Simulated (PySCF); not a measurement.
| atom | x (Å) | y (Å) | z (Å) |
| --- | --- | --- | --- |
| F | -1.9981 | 1.3344 | -1.4378 |
| C | -1.1673 | 0.3937 | -0.8755 |
| C | -1.9316 | -0.4832 | 0.1036 |
| S | -0.6232 | -1.3514 | 1.0136 |
| C | 0.6144 | 0.0023 | 0.7850 |
| F | 0.8828 | 0.5580 | 2.0266 |
| Si | 2.2361 | -0.7801 | 0.0982 |
| C | -0.0533 | 1.0634 | -0.0819 |
| H | -0.7671 | -0.2030 | -1.7048 |
| H | -2.5693 | -1.2178 | -0.3817 |
| H | -2.5219 | 0.1267 | 0.7892 |
| H | 2.5887 | -1.8710 | 0.9943 |
| H | 3.2261 | 0.2942 | 0.0877 |
| H | 1.9073 | -1.2332 | -1.2519 |
| H | 0.6677 | 1.5498 | -0.7398 |
| H | -0.4986 | 1.8261 | 0.5641 |

Geometry: GFN2-xTB.

All numbers below come from PySCF 2.14.0, CAM-B3LYP/def2-SVPD, SCF density, gas phase.

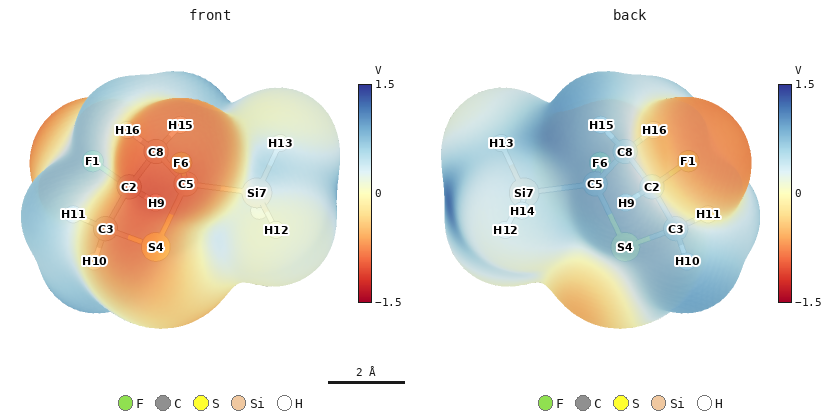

C4H8F2SSi. The molecular electrostatic potential painted on the density surface at 0.001 e/bohr³, seen from the front and from behind; red is negative and blue positive.

> Which sites attract a positive test charge, and which a negative one?

A positive charge is drawn to the negative regions and a negative charge to the positive ones. The most negative region (about −1.0 V, or −23 kcal/mol for a unit charge) lies over F6, the most positive (about +1.1 V, or +25 kcal/mol for a unit charge) over Si7.

> How polar is the molecule by this calculation?

Its dipole moment is 1.63 D.
